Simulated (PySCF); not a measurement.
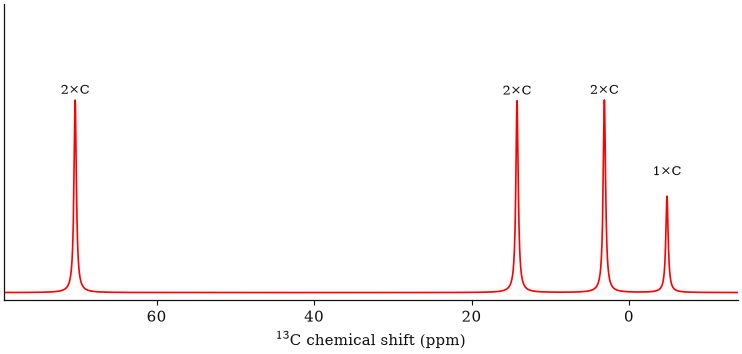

GIAO shifts, PBE0/pcSseg-1 (IEF-PCM acetone), PySCF, at a PBE0-D3(BJ)/def2-SVP geometry (no frequency check), against TMS for ¹³C computed at the same level. fully decoupled, line heights follow the number of nuclei, widths are arbitrary (no quadrupolar broadening); values of one conformer, averaged over methyl-type rotors and exact or near symmetry; other conformers aren't averaged in.

Which structure fits the spectrum?
A. C₅H₇F₃O₂, SMILES FC(F)(F)[C@H]1COCCO1
B. C₇H₁₄OSi, SMILES C1C[SiH](C2CC2)CCO1
C. C₇H₉O₂⁻, SMILES C[C@H]1CCC([O-])=CC1=O
D. C₆H₅F₃, SMILES C#C[C@H](C)C(F)=C(F)F

B. Its ¹³C signals: 70.4 (2 C), 14.2 (2 C), 3.1 (2 C), −4.8 (1 C) ppm.
